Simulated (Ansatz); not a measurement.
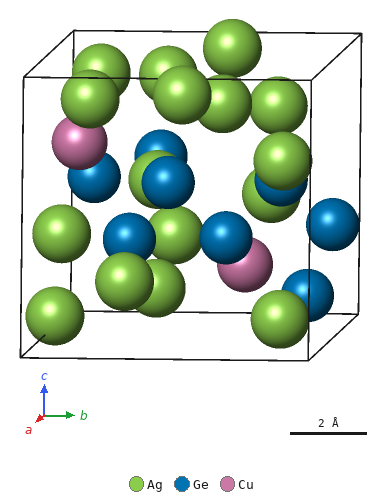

Starting frame of a dynamics run of an amorphous cell of composition CuAg₇Ge₄ (24 atoms in the cell). Style: spheres-only. Shown: the simulation cell, slightly off an axis.

Theory: Ansatz, DFT PBE, scalar-relativistic, plane waves, PAW.

The input:
```yaml
crystal:
  lattice:
    - [7.5279, 0.057881, -0.235454]
    - [0.057881, 7.816957, 0.082735]
    - [-0.235454, 0.082735, 7.517619]
  atoms:
    - { symbol: Ag, position: [0.0954532205, 0.1136025465, 0.8658872564] }
    - { symbol: Ag, position: [0.3460989728, 0.3904430803, 0.9028546779] }
    - { symbol: Ag, position: [0.0833006583, 0.7075838346, 0.4403139927] }
    - { symbol: Ag, position: [0.6206670127, 0.403616144, 0.189316015] }
    - { symbol: Ag, position: [0.6301064077, 0.6292803617, 0.8506483596] }
    - { symbol: Ag, position: [0.4314485982, 0.0201942413, 0.0547623786] }
    - { symbol: Ag, position: [0.6517585929, 0.0784400758, 0.3849434101] }
    - { symbol: Ag, position: [0.78219609, 0.8630681371, 0.1105330713] }
    - { symbol: Ag, position: [0.9986953148, 0.3586102432, 0.2755294409] }
    - { symbol: Ag, position: [0.8532084196, 0.8790138185, 0.6866968891] }
    - { symbol: Ag, position: [0.7171980103, 0.1834136117, 0.8773105515] }
    - { symbol: Ag, position: [0.2692513268, 0.7600347526, 0.7844211093] }
    - { symbol: Ag, position: [0.5518032986, 0.3932114608, 0.5651965862] }
    - { symbol: Ag, position: [0.0026025401, 0.5524216572, 0.9430277158] }
    - { symbol: Ge, position: [0.0400614522, 0.0837118036, 0.4871764911] }
    - { symbol: Ge, position: [0.183558564, 0.3396956088, 0.5865838932] }
    - { symbol: Ge, position: [0.1313942258, 0.844835448, 0.0865594392] }
    - { symbol: Ge, position: [0.3367198851, 0.2596274082, 0.3147650961] }
    - { symbol: Ge, position: [0.8876833104, 0.4872298465, 0.6116604256] }
    - { symbol: Ge, position: [0.3015347002, 0.9589934539, 0.3688124985] }
    - { symbol: Ge, position: [0.7259587625, 0.6625926107, 0.3892573169] }
    - { symbol: Ge, position: [0.5237436447, 0.816739718, 0.5637099093] }
    - { symbol: Cu, position: [0.3837111145, 0.6703746843, 0.2373995723] }
    - { symbol: Cu, position: [0.3934642638, 0.0926668452, 0.6689415781] }
  symmetry: { detect: false }
basis:
  ecutwfc: 320
kpoints:
  mp_grid: { grid: [1, 1, 1], shift: [0.25, 0.25, 0.25] }
hamiltonian:
  xc: pbe
scf:
  occupations: { method: fermi_dirac, width: 0.1543 }
  lower_state_search: "off"
  convergence: { dr2_threshold: 1.0e-06 }
output:
  forces: true
  stress: true
md:
  timestep: 3.0
  n_steps: 24
  ensemble: nvt_langevin
  friction: 0.03
  temperature: 1790.0
  initial_velocities: maxwell_boltzmann
  seed: 88755
```

Command:
```bash
ansatz run input.yaml --threads 2 --pin off --max-ram 5120MiB --backend cpu --events-out ev --progress --plain --runs-dir out
```

Question: Predict how the run goes.

Answer: The mean temperature in the second half is 1913 K (standard deviation 205 K). The potential energy is still drifting at the end, so the run hasn't reached equilibrium. The potential energy in the second half lies on average 22.1 meV per atom above the first frame. The mean pressure there is 8.0 GPa. In the second half of the run the atoms are, in the root-mean-square, this far from where they began (common drift taken out): Cu 0.37 Å, Ge 0.37 Å, Ag 0.24 Å. The run lasts only 72 fs, too short to tell vibration from diffusion.

Along the run (each row but the first and the last is the mean over the interval that it begins):

| time (fs) | potential energy (meV/atom) | T (K) | p (GPa) |
| --- | --- | --- | --- |
| 0.0 | 0.0 | 1715 | 6.4 |
| 9.0 | 0.3 | 1730 | 6.3 |
| 18.0 | 3.1 | 1953 | 6.6 |
| 27.0 | -4.2 | 1781 | 6.4 |
| 36.0 | -5.1 | 1803 | 6.7 |
| 45.0 | 6.8 | 1695 | 7.2 |
| 54.0 | 22.5 | 2012 | 8.2 |
| 63.0 | 48.6 | 2143 | 9.3 |
| 72.0 | 68.7 | 1914 | 10.0 |

The paths of the atoms:

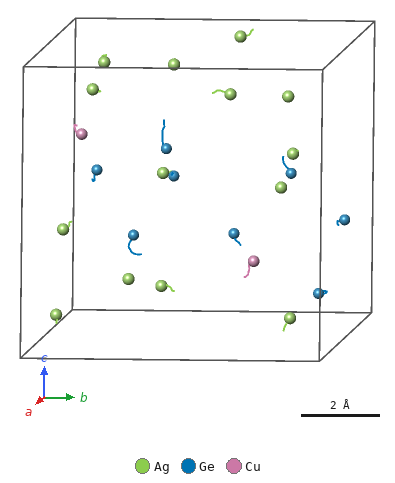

Limits of the set-up: the cutoff lies below the recommended one; the periodic images lie only 7.5 Å apart, so the values are limited by the cell's size.

The run took 2.6 min on 2 threads of Intel(R) Xeon(R) Platinum 8259CL CPU @ 2.50GHz (Skylake/Cascade Lake) (shared host), peak memory 0.89 GiB.
